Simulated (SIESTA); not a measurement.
**How far to go with the k-point mesh at a smearing width of 0.02 eV: Ag (Fm-3m, 1 atom in the cell)**

```
Ag
1.0
    0.00000     2.05523     2.05523
    2.05523     0.00000     2.05523
    2.05523     2.05523     0.00000
Ag
1
Cartesian
  0.00000   0.00000   0.00000
```

Method: GGA PBE, numerical atomic orbitals DZP, PseudoDojo PBE standard norm-conserving potentials (rewritten from UPF to PSML) (SIESTA).

Base settings: XC.functional = GGA; XC.authors = PBE; potentials = PseudoDojo PBE standard; PAO.BasisSize = DZP; PAO.EnergyShift = 0.005 Ry; MeshCutoff = 400 Ry; kgrid.MonkhorstPack = 6 6 6; OccupationFunction = FD; ElectronicTemperature = 0.1 eV; MaxSCFIterations = 150.

In this ladder: ElectronicTemperature = 0.02 eV.

Only quantities that move along the ladder and can be compared are tabulated.

Core times come from one kind of shared machine, to one figure; runs under 30 s give none.

The starting cell has typed, rounded lattice constants, without a prior relaxation at this level. Its lattice was rescaled by up to half a per cent. Values carry the incompleteness of an atom-centred basis. Without a gap this mesh is coarse (it stands for a supercell whose shortest vector is 17 Å).

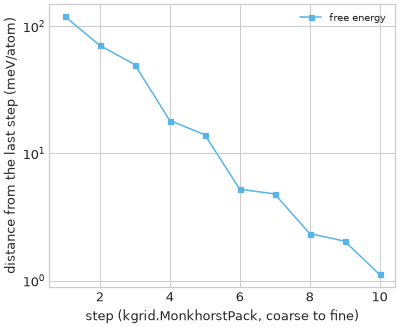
Fig. 1. Distance from the last step along the ladder; very small values are drawn at a floor.

| kgrid.MonkhorstPack | free energy less the last step's (meV/atom) | pressure (GPa) | core time / last (rough) |
|---|---|---|---|
| 5 5 5 | -119.73 | -0.05 | – |
| 6 6 6 | 70.78 | 1.39 | – |
| 7 7 7 | -50.09 | 0.43 | – |
| 9 9 9 | -18.15 | 0.62 | – |
| 10 10 10 | 14.07 | 1.07 | – |
| 12 12 12 | 5.24 | 1.03 | – |
| 15 15 15 | 4.81 | 0.72 | – |
| 18 18 18 | -2.35 | 0.79 | – |
| 22 22 22 | -2.05 | 0.83 | 0.4 |
| 27 27 27 | 1.12 | 0.83 | 0.6 |
| 33 33 33 | 0.00 | 0.81 | 1 |

Coarsest kgrid.MonkhorstPack that holds the free energy within 1 meV/atom: not settled: the last two steps still differ by 1.1 meV/atom, over half the tolerance, so the ladder does not show it.

Coarsest kgrid.MonkhorstPack that holds the pressure within 0.5 GPa of the last step, with all finer ones: 7 7 7; the step before is off by 0.59 GPa.

Two neighbours can agree and both be off: 12 12 12 and 15 15 15 differ by 0.44 meV/atom in the free energy, yet lie about 4.8 meV/atom from the last step.
